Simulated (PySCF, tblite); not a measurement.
# C₃H₅Cl₃OSi: geometry, infrared bands and NMR shifts

Aim: predict the infrared bands and NMR shifts of C₃H₅Cl₃OSi (`[SiH3]O/C(=C/Cl)C(Cl)Cl`).

Programs: tblite 0.8.0 and PySCF 2.14.0, with density-fitted response routines of our own. Each step states its level of theory. These are calculated values for one molecule in the gas phase, unless marked as measured. Atoms are numbered from 0 throughout.

### Step 1. Starting geometry

13 atoms, charge 0, multiplicity 1; geometry from: force field or distance geometry start.

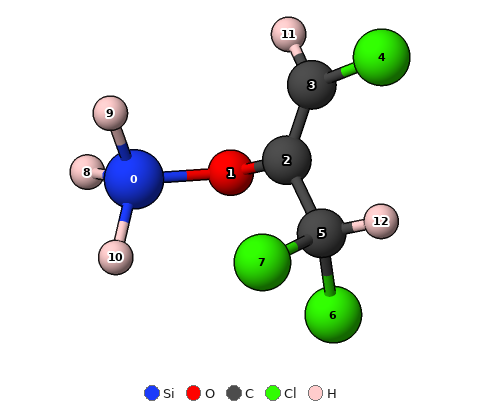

As it starts; silicon blue, oxygen red, carbon dark grey, chlorine green, hydrogen pink, atoms numbered.

### Step 2. Relaxing the molecule with GFN2-xTB

Job settings and geometry (Å):

```
{"job": {"kind": "relax", "xc": "GFN2-xTB", "basis": "xTB"}, "charge": 0, "multiplicity": 1}
Si    -2.026600     0.475800     0.102600
O     -0.712000     0.263200    -0.895000
C      0.577500     0.093000    -0.327400
C      1.367100     1.179400    -0.264700
Cl     2.976600     1.179200     0.332300
C      1.018000    -1.317900    -0.012400
Cl     0.381300    -2.504600    -1.176600
Cl     0.558500    -1.765200     1.651900
H     -3.170900     0.959700    -0.710400
H     -1.720300     1.496400     1.140000
H     -2.404900    -0.804500     0.749900
H      1.046900     2.160800    -0.553500
H      2.104500    -1.414600    -0.054600
```

On the command line:

```bash
> OMP_NUM_THREADS=1 python probes_run.py task.json out
```

This one command runs all jobs of the session in turn.

The program printed:

```text
step      E/eV     max force
  0    -773.95562    2.061
  1    -774.05319    1.038
  2    -774.09967    0.857
  3    -774.12721    0.543
  4    -774.14715    0.379
  5    -774.15825    0.342
  6    -774.18755    0.551
  7    -774.19792    0.362
  8    -774.20427    0.215
  9    -774.20878    0.185
 10    -774.21488    0.283
 11    -774.22098    0.273
 12    -774.22542    0.183
 13    -774.22757    0.109
 14    -774.22884    0.107
 15    -774.23023    0.116
 16    -774.23190    0.149
 17    -774.23354    0.127
 18    -774.23482    0.073
 19    -774.23577    0.089
 20    -774.23659    0.111
 21    -774.23744    0.093
 22    -774.23838    0.092
 23    -774.23937    0.089
 24    -774.24044    0.115
 25    -774.24168    0.142
 26    -774.24300    0.113
 27    -774.24419    0.086
 28    -774.24521    0.079
 29    -774.24615    0.092
 30    -774.24706    0.109
 31    -774.24797    0.086
 32    -774.24882    0.068
 33    -774.24963    0.085
 34    -774.25050    0.083
 35    -774.25145    0.082
 36    -774.25245    0.090
 37    -774.25344    0.090
 38    -774.25445    0.077
 39    -774.25545    0.088
 40    -774.25638    0.092
 41    -774.25717    0.071
 42    -774.25782    0.063
 43    -774.25846    0.075
 44    -774.25921    0.082
 45    -774.26013    0.082
 46    -774.26117    0.097
 47    -774.26227    0.098
 48    -774.26332    0.082
 49    -774.26408    0.115
 50    -774.26531    0.105
 51    -774.26664    0.095
 52    -774.26788    0.114
 53    -774.26912    0.126
 54    -774.27034    0.101
 55    -774.27153    0.093
 56    -774.27296    0.117
 57    -774.27499    0.147
 58    -774.27739    0.134
 59    -774.27940    0.122
 60    -774.28042    0.111
 61    -774.28092    0.092
 62    -774.28171    0.074
 63    -774.28278    0.057
 64    -774.28400    0.065
 65    -774.28521    0.080
 66    -774.28597    0.068
 67    -774.28653    0.056
 68    -774.28717    0.062
 69    -774.28815    0.099
 70    -774.28937    0.106
 71    -774.29048    0.073
 72    -774.29127    0.063
 73    -774.29186    0.064
 74    -774.29243    0.065
 75    -774.29330    0.077
 76    -774.29464    0.091
 77    -774.29626    0.086
 78    -774.29766    0.110
 79    -774.29883    0.104
 80    -774.29968    0.082
 81    -774.30086    0.064
 82    -774.30199    0.084
 83    -774.30302    0.088
 84    -774.30375    0.065
 85    -774.30425    0.069
 86    -774.30461    0.070
 87    -774.30507    0.071
 88    -774.30586    0.099
 89    -774.30730    0.100
 90    -774.30855    0.118
 91    -774.30936    0.056
 92    -774.30979    0.048
 93    -774.31014    0.045
 94    -774.31051    0.050
 95    -774.31100    0.074
 96    -774.31166    0.082
 97    -774.31255    0.092
 98    -774.31338    0.066
 99    -774.31423    0.089
100    -774.31482    0.072
101    -774.31533    0.079
102    -774.31579    0.070
103    -774.31642    0.060
104    -774.31695    0.067
105    -774.31737    0.049
106    -774.31777    0.049
107    -774.31812    0.039
108    -774.31834    0.041
109    -774.31847    0.032
110    -774.31858    0.025
111    -774.31870    0.025
112    -774.31888    0.038
113    -774.31908    0.041
114    -774.31924    0.028
115    -774.31934    0.015
116    -774.31940    0.014
117    -774.31942    0.011
118    -774.31944    0.009
```

Wall time 0.98 s (1 thread of Arm Neoverse V2, shared host); peak memory 0.18 GiB.

The steps of the relaxation: (not every step is listed)

```csv
step,energy from step 0 (eV),largest force (eV/Å)
0,0.0000,2.0611
1,-0.0976,1.0377
2,-0.1440,0.8574
3,-0.1716,0.5435
4,-0.1915,0.3793
5,-0.2026,0.3418
6,-0.2319,0.5506
7,-0.2423,0.3623
8,-0.2486,0.2153
18,-0.2792,0.0734
28,-0.2896,0.0787
38,-0.2988,0.0767
48,-0.3077,0.0822
58,-0.3218,0.1339
68,-0.3315,0.0615
78,-0.3420,0.1104
88,-0.3502,0.0987
98,-0.3578,0.0660
108,-0.3627,0.0411
113,-0.3635,0.0413
114,-0.3636,0.0277
115,-0.3637,0.0152
116,-0.3638,0.0136
117,-0.3638,0.0110
118,-0.3638,0.0091
```

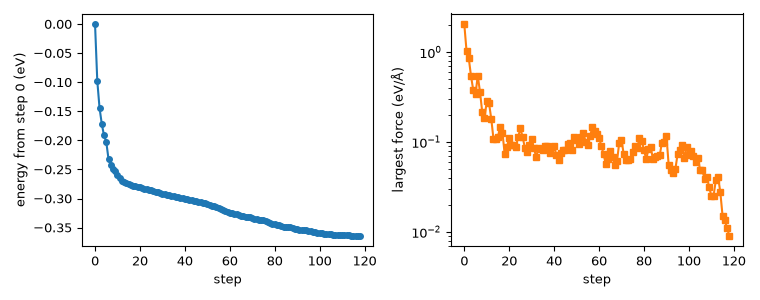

Energy and largest force along the relaxation.

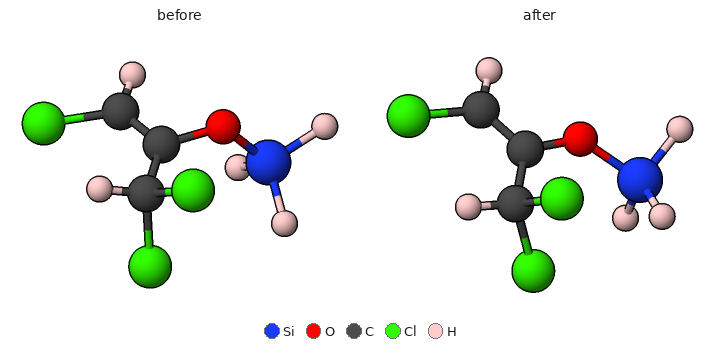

The geometry before (left) and after (right).

Distances of close pairs at the start and the end, largest changes first:

```csv
bond,before (Å),after (Å),change (Å)
O1–C2,1.419,1.329,-0.090
Si0–H8,1.485,1.455,-0.030
Si0–H9,1.487,1.460,-0.027
Si0–H10,1.484,1.459,-0.025
Si0–O1,1.664,1.643,-0.020
C2–C5,1.511,1.498,-0.014
C5–Cl7,1.784,1.774,-0.009
C2–C3,1.344,1.337,-0.007
```

The final coordinates are the input of the step that follows.

### Step 3. Harmonic vibrations with GFN2-xTB

Job settings and geometry (Å):

```
{"job": {"kind": "ir", "xc": "GFN2-xTB", "basis": "xTB"}, "charge": 0, "multiplicity": 1}
Si    -2.104230     0.261682     0.180589
O     -0.634872     0.687150    -0.420146
C      0.626341     0.305081    -0.247075
C      1.606158     1.173918    -0.518016
Cl     3.272255     0.812564    -0.379676
C      0.906631    -1.093645     0.208644
Cl     0.287712    -2.257765    -0.990422
Cl     0.136493    -1.390682     1.779438
H     -2.893575     1.108404    -0.700175
H     -2.173688     0.649073     1.586829
H     -2.395032    -1.158123     0.014726
H      1.384428     2.174220    -0.852288
H      1.976989    -1.271392     0.319846
```

The program printed:

```text
mode    cm-1     km/mol
  1      37.1      0.26
  2      75.6      0.69
  3     117.6      2.23
  4     134.3      3.59
  5     153.0      0.84
  6     189.4      0.83
  7     226.7      1.49
  8     235.5      2.07
  9     286.2      3.69
 10     341.1      1.23
 11     498.2      2.30
 12     538.8      6.11
 13     602.8     66.44
 14     630.7     70.04
 15     682.1     12.00
 16     700.7     51.15
 17     761.4     98.21
 18     768.5     99.21
 19     780.0     23.26
 20     795.9    193.10
 21     813.3     38.47
 22     822.5    374.89
 23     970.7     52.95
 24    1142.3     57.35
 25    1161.0     64.12
 26    1202.1    129.36
 27    1290.4    232.41
 28    1645.6     28.63
 29    2273.4    266.15
 30    2295.5    182.13
 31    2339.4    262.59
 32    2964.6      0.11
 33    3099.7      9.71
```

Wall time 0.54 s (1 thread of Arm Neoverse V2, shared host); peak memory 0.18 GiB.

The strongest bands and the atoms that carry them (share of the mass-weighted mode):

```csv
cm⁻¹,km/mol,atoms
768,99.2,"H8 37 %, H9 18 %, C5 12 %"
796,193.1,"H10 51 %, H9 37 %"
822,374.9,"H8 38 %, H10 30 %, H9 25 %"
1202,129.4,"H11 41 %, H12 26 %, C3 13 %"
1290,232.4,"C2 57 %, O1 26 %"
2273,266.1,"H9 79 %, H10 17 %"
2296,182.1,"H10 78 %, H9 18 %"
2339,262.6,H8 96 %
```

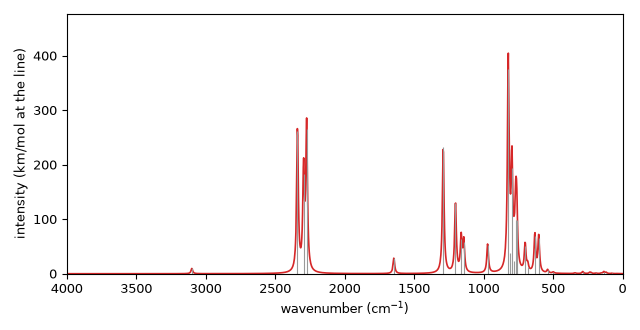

The infrared spectrum from these modes, unscaled. Lines are broadened to a width of 14 cm⁻¹ (Lorentzian).

### Step 4. Nuclear shieldings: PBE0/pcSseg-1

Settings changed since step 3:

```diff
@@ -1,2 +1,2 @@
-{"job": {"kind": "ir", "xc": "GFN2-xTB", "basis": "xTB"}, "charge": 0, "multiplicity": 1}
+{"job": {"kind": "nmr", "xc": "PBE0", "basis": "pcSseg-1"}, "charge": 0, "multiplicity": 1}
 Si    -2.104230     0.261682     0.180589
```

With the program's defaults for keys left out, this is: GIAO PBE0/pcSseg-1 NMR shielding, non-relativistic, gas phase.

The program printed:

```text
coarse grid: 13944 points
cycle   1  E = -1861.5947326171  dE =  1.197e+00  |g| = 6.996e-01  |ddm| = 3.578e+00
cycle   2  E = -1861.4286929672  dE =  1.660e-01  |g| = 1.163e+00  |ddm| = 1.582e+00
cycle   3  E = -1861.6888569800  dE = -2.602e-01  |g| = 7.390e-02  |ddm| = 1.084e+00
cycle   4  E = -1861.6896559725  dE = -7.990e-04  |g| = 4.467e-02  |ddm| = 1.183e-01
cycle   5  E = -1861.6900516972  dE = -3.957e-04  |g| = 1.911e-02  |ddm| = 5.580e-02
cycle   6  E = -1861.6901399261  dE = -8.823e-05  |g| = 2.322e-03  |ddm| = 1.864e-02
cycle   7  E = -1861.6901409630  dE = -1.037e-06  |g| = 6.947e-04  |ddm| = 2.902e-03
final grid: 118856 points
cycle   8  E = -1861.7442282677  dE = -3.083e-05  |g| = 9.144e-03  |ddm| = 2.236e-02
cycle   9  E = -1861.7442071276  dE =  2.114e-05  |g| = 1.345e-02  |ddm| = 1.659e-02
cycle  10  E = -1861.7442424605  dE = -3.533e-05  |g| = 1.578e-03  |ddm| = 1.144e-02
cycle  11  E = -1861.7442428511  dE = -3.907e-07  |g| = 4.942e-04  |ddm| = 1.671e-03
cycle  12  E = -1861.7442429090  dE = -5.786e-08  |g| = 9.834e-05  |ddm| = 5.535e-04
cycle  13  E = -1861.7442429112  dE = -2.214e-09  |g| = 3.058e-05  |ddm| = 1.148e-04
cycle  14  E = -1861.7442429114  dE = -2.083e-10  |g| = 8.101e-06  |ddm| = 3.440e-05
converged SCF energy = -1861.7442429114

GIAO shielding tensors (ppm)
atom      isotropic    diamagn.    paramagn.     s11        s22        s33       span
  0 Si     386.340     877.941    -491.601    349.769    359.747    449.504     99.736
  1 O      256.099     396.481    -140.383    179.869    251.227    337.201    157.332
  2 C       30.879     249.741    -218.862    -76.390     65.563    103.463    179.853
  3 C       72.668     249.986    -177.318      1.416     92.174    124.414    122.998
  4 Cl     804.763    1145.644    -340.881    654.308    808.733    951.246    296.938
  5 C      108.716     243.766    -135.049     73.805    122.169    130.174     56.369
  6 Cl     671.645    1145.690    -474.045    339.715    664.914   1010.305    670.590
  7 Cl     691.577    1146.455    -454.878    383.691    698.156    992.884    609.192
  8 H       26.724      28.527      -1.803     22.485     25.065     32.621     10.137
  9 H       26.465      28.452      -1.986     22.948     24.956     31.492      8.544
 10 H       26.022      28.301      -2.280     21.826     26.379     29.860      8.034
 11 H       25.958      29.043      -3.085     20.320     28.297     29.258      8.938
 12 H       24.527      28.558      -4.031     20.433     21.587     31.562     11.129
```

Wall time 31 s (1 thread of Arm Neoverse V2, shared host); peak memory 0.9 GiB.

The references, computed at this level on geometries of the same kind, shield at (ppm): ¹H TMS 31.72, ¹³C TMS 186.9, ²⁹Si TMS 349.2, ¹⁷O H2O 336.1, ³⁵Cl HCl 950. Their shielding less the atom's gives the shift. The references are single molecules in the gas phase, so shifts against H2O, NH3, PH3, H3PO4 or CFCl3 are not on the usual liquid scales and can be off by tens of ppm. Atoms listed in one row are averaged.

```csv
atoms,environment,σ (ppm),δ (ppm),δ scaled to CDCl3
C2,alkene carbon bearing oxygen,30.9,156.0,150.4
C3,β carbon of an enol-ether or enamine type C=C,72.7,114.3,109.6
C5,allylic sp3 CH bonded to 2 Cl,108.7,78.2,74.4
H12,hydrogen on an allylic sp3 CH bonded to 2 Cl,24.53,7.19,6.88
H11,hydrogen on a β carbon of an enol-ether or enamine type C=C,25.96,5.76,5.53
"H8, H9, H10",hydrogen on a silicon bonded to O,26.40,5.31,–
Si0,"silicon bonded to O, 3 H",386.3,-37.2,–
O1,"oxygen bonded to C, Si",256.1,80.0,–
"Cl6, Cl7",chlorine bonded to C,682,268,–
Cl4,chlorine bonded to C,805,145,–
```

The scaled column applies a straight-line fit of computed shieldings to shifts measured in CDCl3, with any fitted terms for Cl, Br or S neighbours (root-mean-square error 0.16 ppm for H, 1.9 ppm for C).

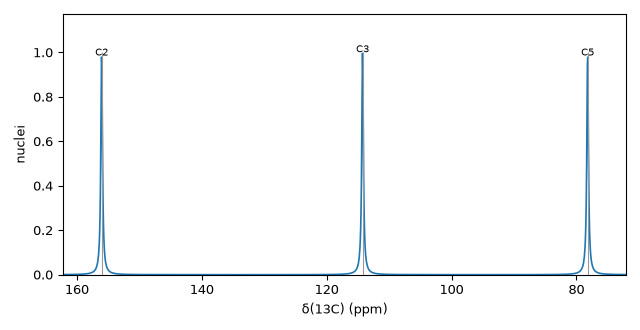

¹³C lines at the computed shifts, without couplings. Lines are broadened to a width of 0.31 ppm (Lorentzian).

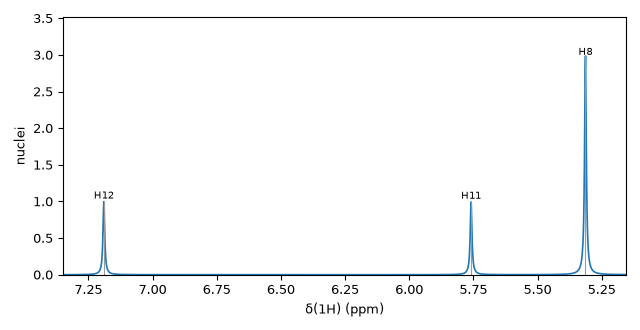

¹H lines at the computed shifts, without couplings. Lines are broadened to a width of 0.01 ppm (Lorentzian).

Charges from the same density, by scheme (e):

```csv
atoms,Mulliken,IAO,Hirshfeld,ESP fit
Si0,0.68,0.85,0.36,0.60
O1,-0.60,-0.57,-0.19,-0.43
C2,0.31,0.19,0.05,0.51
C3,-0.11,-0.23,-0.06,-0.39
Cl4,-0.08,-0.01,-0.01,-0.03
C5,-0.25,-0.13,0.02,-0.55
"Cl6, Cl7",-0.03,-0.05,-0.02,0.01
```

ESP fit charges:

Si0 0.60; O1 -0.43; C2 0.51; C3 -0.39; Cl4 -0.03; C5 -0.55; Cl6 0.01; Cl7 0.01; H8 -0.11; H9 -0.11; H10 -0.10; H11 0.25; H12 0.33

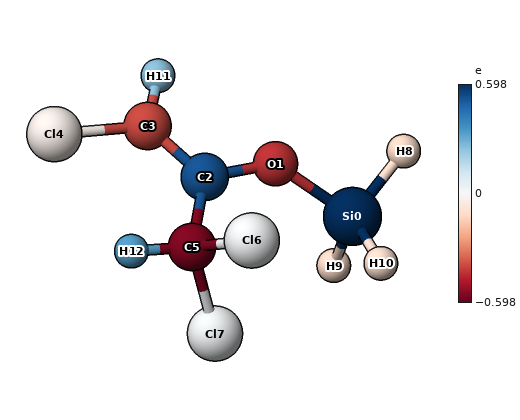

ESP fit charges, as colours on the atoms.

Mayer bond orders: Si0–O1 0.85, O1–C2 0.99, C2–C3 1.76, C3–Cl4 1.04, C2–C5 0.92, C5–Cl6 1.03, C5–Cl7 1.00.

### Step 5. Summary of results

| quantity | value |
| --- | --- |
| strongest single infrared mode (GFN2-xTB) | 822 cm⁻¹, 375 km/mol |
| zero-point energy (GFN2-xTB) | 43.7 kcal/mol |
| ¹³C shifts against TMS (PBE0/pcSseg-1) | 156.0, 114.3, 78.2 ppm |
| ¹H shifts against TMS (PBE0/pcSseg-1, means over atoms taken as alike) | 7.19, 5.76, 5.31 ppm |
| ²⁹Si shifts against TMS (PBE0/pcSseg-1) | -37.2 ppm |
| ¹⁷O shifts against H2O (PBE0/pcSseg-1) | 80.0 ppm |
| ³⁵Cl shifts against HCl (PBE0/pcSseg-1, means over atoms taken as alike) | 268, 145 ppm |

In words: Over 118 steps the energy fell by 0.364 eV; of the close pairs, O1–C2 changed most, 1.419 to 1.329 Å. No mode is imaginary among the 33: a minimum at this level. The strongest single mode, at 822 cm⁻¹, is spread over several atoms, H8, H10, H9 among them. GFN2-xTB is a fitted tight-binding method: band positions and strengths are rough. Its intensities can rank the bands wrongly. C5 stands next to heavy halogen, whose spin-orbit shielding this run leaves out, so the computed shift lies too far downfield, most of all for carbon beside Br or I. C2 (alkene carbon bearing oxygen) lies farthest downfield among carbon, at 156.0 ppm; an sp2 carbon further deshielded by the attached heteroatom. H12 (hydrogen on an allylic sp3 CH bonded to 2 Cl) lies farthest downfield among hydrogen, at 7.19 ppm; its carbon carries Cl, which withdraws density. At PBE0/pcSseg-1: The widest tensor belongs to Cl6, Cl7: span 640 ppm, with a paramagnetic part of -464 ppm.
